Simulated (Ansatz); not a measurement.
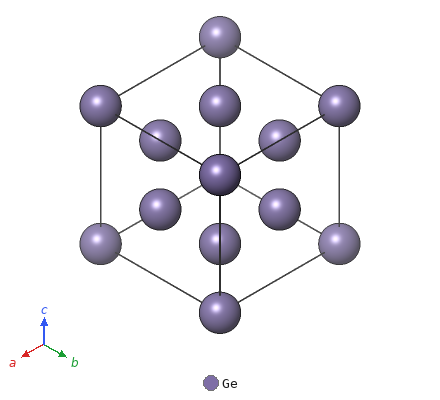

The structure, seen along [111]; the drawing may span several cells.

Structure (in its standard cell), the input geometry of an electronic-structure calculation (not necessarily at equilibrium):

```cif
data_structure
_symmetry_space_group_name_H-M 'Fd-3m:1'
_symmetry_Int_Tables_number 227
_cell_length_a 5.6600
_cell_length_b 5.6600
_cell_length_c 5.6600
_cell_angle_alpha 90.000
_cell_angle_beta 90.000
_cell_angle_gamma 90.000
_cell_volume 181.32
loop_
_atom_site_label
_atom_site_type_symbol
_atom_site_symmetry_multiplicity
_atom_site_Wyckoff_symbol
_atom_site_fract_x
_atom_site_fract_y
_atom_site_fract_z
_atom_site_occupancy
Ge1 Ge 8 a 0.00000 0.00000 0.00000 1
```

> What does the kinematic electron diffraction pattern along [111] look like at 80 kV (B = 1 Å²)?

The spots form a hexagonal net with both shortest vectors at d = 2.00 Å, 60.0° apart. They are -2 2 0 and -2 0 2. The pattern has symmetry 6mm. The lattice centring (F) removes all reflections that break h + k = 2n, h + l = 2n.

Strongest reflections with d > 0.80 Å, one of each family (|F|² from tabulated Gaussian fits of the electron scattering factors, times a small damping for the curvature of the Ewald sphere):

```csv
hkl,d (Å),I (strongest = 100)
2 0 -2,2.001,100
4 -2 -2,1.155,25
4 0 -4,1.001,15
```

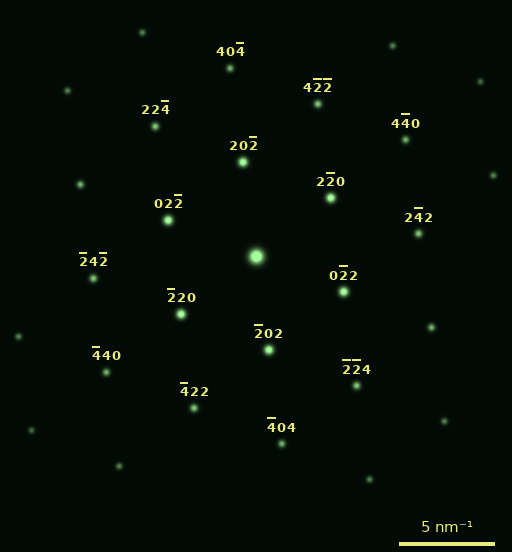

Calculated pattern, seen from the source side with [111] pointing towards the source.
